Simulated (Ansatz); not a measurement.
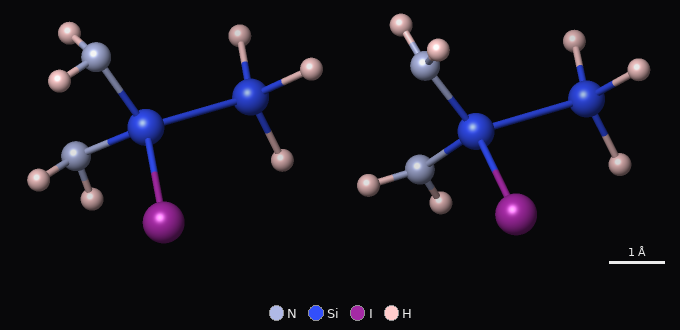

Two geometries of Si2N2H7I, drawn at one scale. One is the start of a relaxation, the other its converged end. The picture is a ball-and-stick view, seen at a tilt.

These are results of RKS PBE0-D4/def2-SVP (Ansatz), not measurements. (no spin polarisation; force threshold 0.015 eV/Å; at most 40 steps)

Which of the two is the end point?

Answer. The right one is the relaxed one. The run prepares an end point of a later path (inversion) calculation, from a guessed geometry. The energy falls by 20.4 kcal/mol in 15 accepted moves (18 points after the start). The largest force component goes from 2.2 to 0.0073 eV/Å. The line search rejected the trial steps at points 6, 10, 13 of the run. An H atom moves most after the best rigid fit: 1.00 Å. Largest moves by element: H 1.00 Å, I 0.33 Å, N 0.31 Å, Si 0.19 Å. Among the contacts that change: Si–Si 2.246 → 2.346 Å, I–Si 2.421 → 2.502 Å, H–N 0.976 → 1.013 Å, H–Si 1.534 → 1.499 Å. Bond angles that change, for instance: Si–N–H 103.4° → 119.6°, Si–N–H 104.4° → 118.9°, Si–N–H 106.4° → 120.7°.
